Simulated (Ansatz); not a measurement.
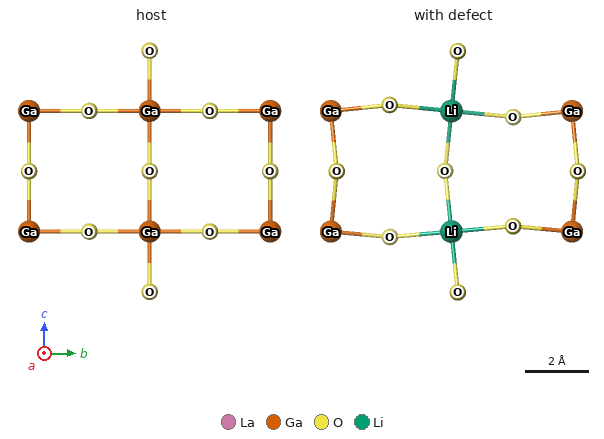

Left: perfect LaGaO$_{3}$. Right: the same region with a pair of point defects, after relaxing the atoms in a supercell of 40 sites. A ball-and-stick model of the atoms within 4.6 Å of one point, in a slice 3.4 Å thick across the line of sight, seen along the a axis.

These are results of DFT, PBEsol, PAW, plane waves in Ansatz, not measurements. (plane-wave cutoff 420 eV; k-point mesh 1 × 1 × 1; mesh shifted by (0.25, 0.25, 0.25); collinear spin) Fermi-Dirac smearing of 0.01 eV. The axes drawn are those of the host's conventional cell.

### Which defect is it?

Two gallium atoms are replaced by lithium, the two sites 3.9 Å apart.

The charge state of the cell is 0.

### How does the lattice respond?

One site: in the host the Ga atom has 6 O at 1.93 Å; the Li atom ends with 6 O at 1.95 to 2.02 Å. The other site: in the host the Ga atom has 6 O at 1.93 Å; the Li atom ends with 6 O at 1.98 to 2.00 Å. Of the host's atoms, an oxygen atom moves furthest from its site, by 0.45 Å. The cell's net moment is 4.00 μB.

Limits of the set-up: the periodic images lie only 7.7 Å apart, so the values are limited by the cell's size.
